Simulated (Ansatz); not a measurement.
Ligand exchange: BH2F + GaH2(SH) → BH2(SH) + GaH2F

Species: BH2F `BF`, singlet; GaH2(SH), singlet; BH2(SH), singlet; GaH2F `[F][GaH2]`, singlet. The partners trade F for SH: B–F and Ga–SH bonds give way to B–SH and Ga–F.

Shapes, held fixed at every level: PBE0-D4/def2-TZVP. Programs: Ansatz 0.2.0. The zero-point and thermal change to 298 K, harmonic and unscaled (PBE0-D4/def2-TZVP), is -0.9 kJ/mol.

| level | kind | ΔH(298 K) (kJ/mol) | less CCSD(T)/def2-TZVPP |
| --- | --- | --- | --- |
| SPW92/def2-TZVPP | LDA | +45.0 | -2.6 |
| r2SCAN-D4/def2-TZVPP | meta-GGA | +43.6 | -4.0 |
| PBE0-D4/def2-TZVPP | global hybrid | +47.1 | -0.5 |
| r2SCAN0-D4/def2-TZVPP | global hybrid | +48.5 | +0.9 |
| wB97M-V/def2-TZVPP | range-separated hybrid | +47.3 | -0.3 |
| MP2/def2-SVP | perturbation theory | +46.9 | -0.7 |
| CCSD/def2-SVP | coupled cluster or CI | +47.4 | -0.2 |
| CCSD(T)/def2-TZVPP | coupled cluster or CI | +47.6 | 0.0 |

The highest level, CCSD(T)/def2-TZVPP, gives ΔH(298 K) = +47.6 kJ/mol; the levels span +43.6 to +48.5. The column of differences is taken from that level and isn't an error. No measured value is set beside it here. Relativity is left out for Ga. Outer-core shells of Ga are correlated in most correlated rows, in sets that cover them unevenly.

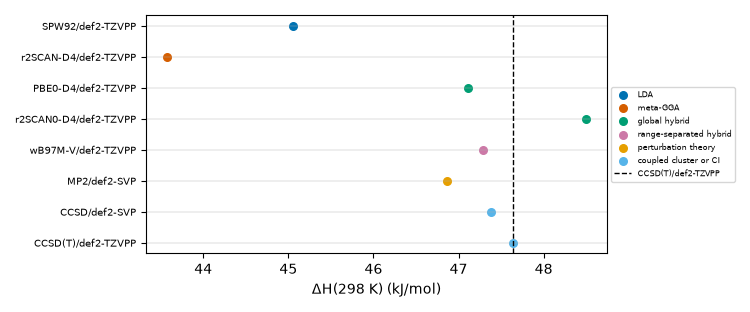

The values of the table, level by level.
